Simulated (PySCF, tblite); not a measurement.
**C7H9NOSi: geometry, infrared bands and NMR shifts**

Aim: predict the infrared bands and NMR shifts of C7H9NOSi (`N#C/C=C/C1=CC[SiH2]CO1`).

Computed with tblite 0.8.0 and PySCF 2.14.0, with density-fitted response routines of our own, on a single molecule in the gas phase. Atoms count from 0, in the outputs and in this text.

### Step 1. The molecule as given

19 atoms, charge 0, multiplicity 1; geometry from: force field or distance geometry start.

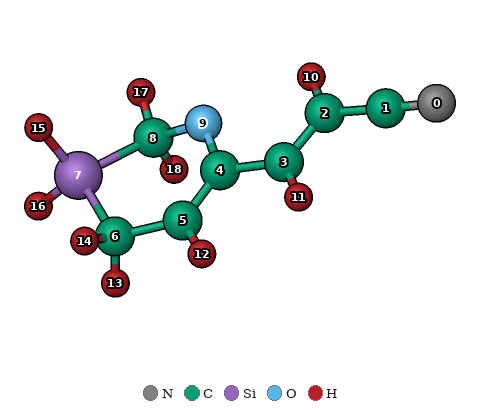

As it starts; nitrogen grey, carbon teal, silicon purple, oxygen blue, hydrogen red, atoms numbered.

### Step 2. Geometry optimisation with GFN2-xTB

The job: settings as JSON, then the geometry in Å.

```
{"job": {"kind": "relax", "xc": "GFN2-xTB", "basis": "xTB"}, "charge": 0, "multiplicity": 1}
N      5.344000    -0.146100    -0.584100
C      4.225300    -0.182900    -0.244100
C      2.885100    -0.241700     0.192200
C      1.861800     0.071900    -0.647100
C      0.452900     0.034000    -0.269800
C     -0.494600     0.344700    -1.195000
C     -1.991700     0.313400    -1.045800
Si    -2.572300    -0.315800     0.625500
C     -1.030200    -0.003000     1.627200
O      0.223500    -0.352300     1.033200
H      2.694600    -0.536600     1.214600
H      2.089000     0.352200    -1.661500
H     -0.172500     0.637700    -2.182500
H     -2.369000     1.326000    -1.195700
H     -2.419400    -0.306900    -1.832900
H     -2.891900    -1.773200     0.568200
H     -3.756800     0.438100     1.127200
H     -1.101300    -0.553400     2.571800
H     -0.986100     1.067900     1.891200
```

On the command line:

```sh
> OMP_NUM_THREADS=1 python probes_run.py task.json out
```

This one command runs all jobs of the session in turn.

**Question.** This job is followed by: GFN2-xTB harmonic vibrations, gas phase; GIAO PBE0/pcSseg-1 NMR shielding, non-relativistic, gas phase. What will the session give for the following? strongest single infrared mode (GFN2-xTB); zero-point energy (GFN2-xTB); 13C shifts against TMS (PBE0/pcSseg-1); 1H shifts against TMS (PBE0/pcSseg-1, means over atoms taken as alike); 15N shifts against NH3 (PBE0/pcSseg-1); 29Si shifts against TMS (PBE0/pcSseg-1); 17O shifts against H2O (PBE0/pcSseg-1).

**Answer**, as computed:

```
                                                              quantity                                             value
                             strongest single infrared mode (GFN2-xTB)                             2282 cm⁻¹, 401 km/mol
                                          zero-point energy (GFN2-xTB)                                     86.1 kcal/mol
                                13C shifts against TMS (PBE0/pcSseg-1)  159.7, 156.3, 123.7, 116.5, 101.7, 57.1, 7.3 ppm
1H shifts against TMS (PBE0/pcSseg-1, means over atoms taken as alike)            6.67, 5.69, 5.43, 4.26, 4.10, 1.81 ppm
                                15N shifts against NH3 (PBE0/pcSseg-1)                                         322.9 ppm
                               29Si shifts against TMS (PBE0/pcSseg-1)                                         -65.9 ppm
                                17O shifts against H2O (PBE0/pcSseg-1)                                          90.4 ppm
```

The optimisation took 82 steps and gained 0.171 eV; among the close pairs (by a distance rule), Si7–C8 changed most, from 1.865 to 1.909 Å. No mode is imaginary among the 51: a minimum at this level. The strongest single mode, at 2282 cm⁻¹, moves mainly H16. GFN2-xTB is a fitted tight-binding method: band positions and strengths are rough. Its intensities can rank the bands wrongly. At PBE0/pcSseg-1: The widest tensor belongs to N0: span 426 ppm, with a paramagnetic part of -395 ppm.
